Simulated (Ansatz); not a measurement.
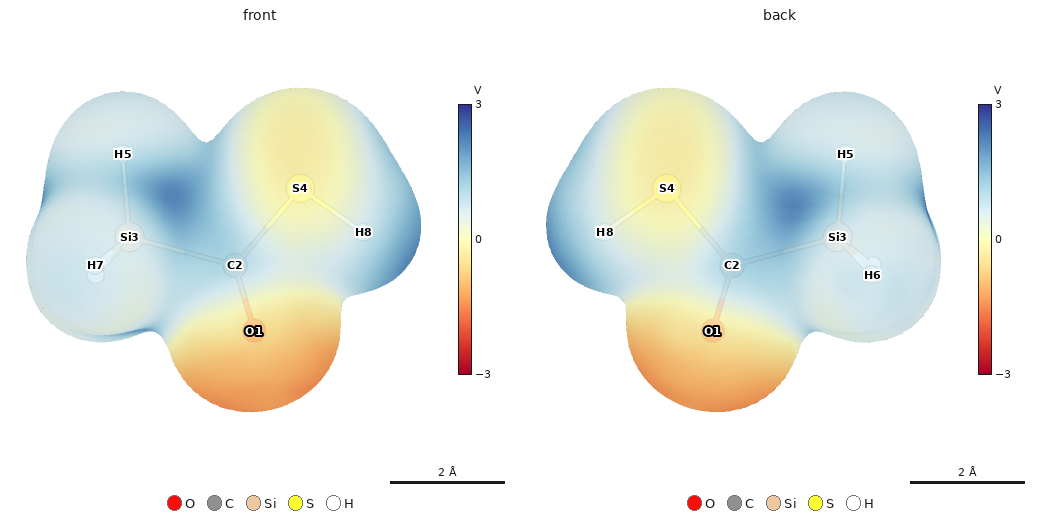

Figure. CH4OSSi (SMILES O=C([SiH3])S). The molecular electrostatic potential painted on the density surface at 0.004 e/bohr³, seen from the front and from behind; the colour scale runs from red (negative) to blue (positive).

Geometry: PBE0-D4/def2-TZVP.

All numbers below come from Ansatz, RKS PBE0-D4/def2-TZVPP.

```xyz
8

O    -0.4191   -0.6362    1.6473
C    -0.2566   -0.5129    0.4635
Si    0.5227    1.0833   -0.2843
S    -0.7071   -1.7663   -0.7254
H     0.6052    0.9647   -1.7611
H    -0.3475    2.2175    0.1062
H     1.8725    1.2290    0.3098
H    -1.1780   -2.6362    0.1881
```

Q: Which sites attract a positive test charge, and which a negative one?

A: A positive charge is drawn to the negative regions and a negative charge to the positive ones. The most negative region (about −1.4 V, or −32 kcal/mol for a unit charge) lies over O1, the most positive (about +2.2 V, or +51 kcal/mol for a unit charge) over Si3. O1 is the likeliest acceptor of a hydrogen bond.
